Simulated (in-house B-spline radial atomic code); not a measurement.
**La²⁺: density, ELF and screening along the radius**

Aim: the shell structure of La²⁺ in the radial density, the electron localisation function and the screened nuclear charge, under several settings.

The numbers are computed with in-house B-spline radial atomic code version 1 (several methods, spin-polarised, as named in each step; spherical all-electron atom at the radial basis limit), except any that are marked as measured or tabulated.

## Step 1: The system

| Quantity | Value |
| --- | --- |
| element | lanthanum (Z = 57) |
| charge | +2 |
| electrons | 55 |
| configuration | [Xe] 5d1 |
| nucleus | point (non-relativistic runs) or finite (X2C runs) |

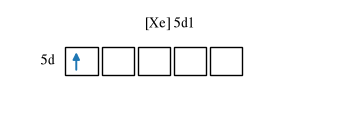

The shells outside the core, filled by Hund's rule for the drawing.

Where spins are not typed, each open shell is filled with up spins first.

## Step 2: BP86, non-rel.

Settings of the run:

```ini
Z = 57
electrons = 55.0
configuration = [Xe] 5d1
hamiltonian = nr
method = b88,p86
spin_polarised = True
```

Command:

```
$ python run_scf.py task.json out
```

One command runs all members of the session, one after another, from task.json.

## Step 3: LDA (VWN5), X2C

Settings of the run:

```ini
Z = 57
electrons = 55.0
configuration = [Xe] 5d1
hamiltonian = x2c
method = lda,vwn
spin_polarised = True
nucleus = fermi
rms_radius = 4.855
mass_number = 139
atomic_mass = 138.906362927
speed_of_light = 137.035999084
```

## Step 4: PBE, X2C

The settings differ from step 3 so:

```diff
@@ -4,3 +4,3 @@
 hamiltonian = x2c
-method = lda,vwn
+method = pbe,pbe
 spin_polarised = True
```

## Step 5: Hartree-Fock, X2C

The settings differ from step 4 so:

```diff
@@ -4,3 +4,3 @@
 hamiltonian = x2c
-method = pbe,pbe
+method = hf
 spin_polarised = True
```

**Question.** How large is the system in each run, where do the shell borders lie, and what is the highest level?

As calculated:

| run | total energy (hartree) | highest level (eV) | radius holding 50 / 90 / 99 % (bohr) | radius at n = 0.001 (bohr) | ELF minima on the full grid (bohr) |
| --- | --- | --- | --- | --- | --- |
| BP86, non-rel. | -8223.9999 | -15.546 | 0.405 / 1.62 / 3.00 | 3.91 | 0.040, 0.15, 0.43, 1.3 |
| LDA (VWN5), X2C | -8484.7195 | -15.126 | 0.399 / 1.59 / 3.01 | 3.92 | 0.041, 0.15, 0.44, 1.0 |
| PBE, X2C | -8491.5015 | -15.006 | 0.399 / 1.60 / 3.00 | 3.92 | 0.041, 0.15, 0.44, 1.0 |
| Hartree-Fock, X2C | -8488.7705 | -18.339 | 0.399 / 1.60 / 3.03 | 3.94 | 0.041, 0.15, 0.44, 1.1 |

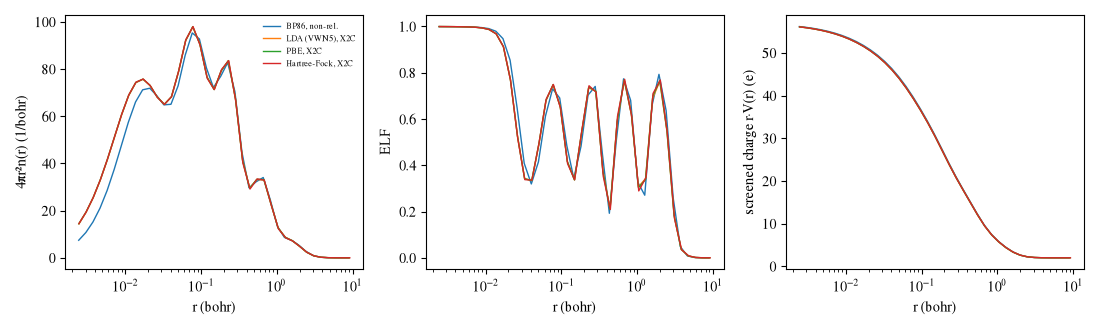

Radial density, ELF and screened nuclear charge of all runs.

In the first run ELF has 4 minima on the grid, which mark the borders between shells. On the record's full grid the screened charge (r times the electrostatic potential) falls from 56.9 near the nucleus to 2.00 at 8.8 bohr; far out it tends to the net charge, 2. The grid is coarse (about 24 % a step), so the places of minima are rough. For X2C runs ELF uses the non-relativistic kinetic energy density, and the fields carry no picture-change correction.
